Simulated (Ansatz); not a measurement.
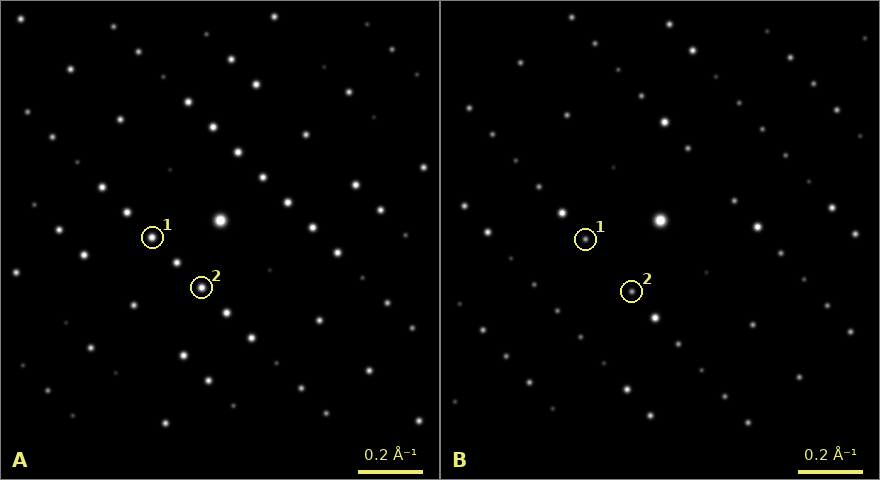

Kinematic electron diffraction patterns (120 kV, B = 0.5 Å², same scale) along [100] of the run's own cell, for the start and the end of one relaxation of VSeO5 with DFT, PAW plane waves, r2scan in Ansatz 0.2.0. k mesh 4×2×4. The start is a generated model structure, and the relaxation ends in the nearest stationary point of its symmetry, not necessarily the ground state. Spot 1 is 0 -1 -1 and spot 2 is 0 1 -1 in both.

Start structure:

```yaml
crystal:
  lattice:
    - [4.13426, 0.00000, 0.00000]
    - [0.00000, 8.97094, 0.00000]
    - [-0.00393, 0.00000, 5.23726]
  atoms:
    - { symbol: V, position: [0.50000, 0.50000, 0.00000] }
    - { symbol: V, position: [0.50000, 0.00000, 0.00000] }
    - { symbol: Se, position: [0.08200, 0.75000, 0.31240] }
    - { symbol: Se, position: [0.91800, 0.25000, 0.68760] }
    - { symbol: O, position: [0.46600, 0.75000, 0.22100] }
    - { symbol: O, position: [0.53400, 0.25000, 0.77900] }
    - { symbol: O, position: [0.98900, 0.60320, 0.13830] }
    - { symbol: O, position: [0.01100, 0.10320, 0.86170] }
    - { symbol: O, position: [0.01100, 0.39680, 0.86170] }
    - { symbol: O, position: [0.98900, 0.89680, 0.13830] }
    - { symbol: O, position: [0.50300, 0.59410, 0.72040] }
    - { symbol: O, position: [0.49700, 0.09410, 0.27960] }
    - { symbol: O, position: [0.49700, 0.40590, 0.27960] }
    - { symbol: O, position: [0.50300, 0.90590, 0.72040] }
```

Which pattern belongs to the start structure, and which to the relaxed one?

A is the start: its cell gives d(1) = 4.523 Å, d(2) = 4.523 Å and an angle of 60.6°. B is the relaxed structure, with d(1) = 4.125 Å (-8.8 %), d(2) = 4.125 Å (-8.8 %) and 54.2°.

Name reflections whose intensity changes strongly on relaxation.

0 0 1 fades out of sight; 0 1 2 comes into sight; 0 2 -2 goes from 78 to 0.7 % of the strongest spot; 0 1 -1 goes from 100 to 13 % of the strongest spot; 0 3 -1 goes from 78 to 10 % of the strongest spot.

What did the relaxation do to the structure and the energy?

The volume changed by -25.4 % to 10.35 Å³ an atom; with the mean shift removed, the atoms moved by up to 0.90 Å relative to the cell (O most); the space group went from P2_1/m (No. 11) to Cmcm (No. 63); the free energy fell by 310 meV an atom. Relaxed cell: a = 3.452 Å, b = 9.057 Å, c = 4.944 Å, α = 90.00°, β = 110.43°, γ = 90.00°.
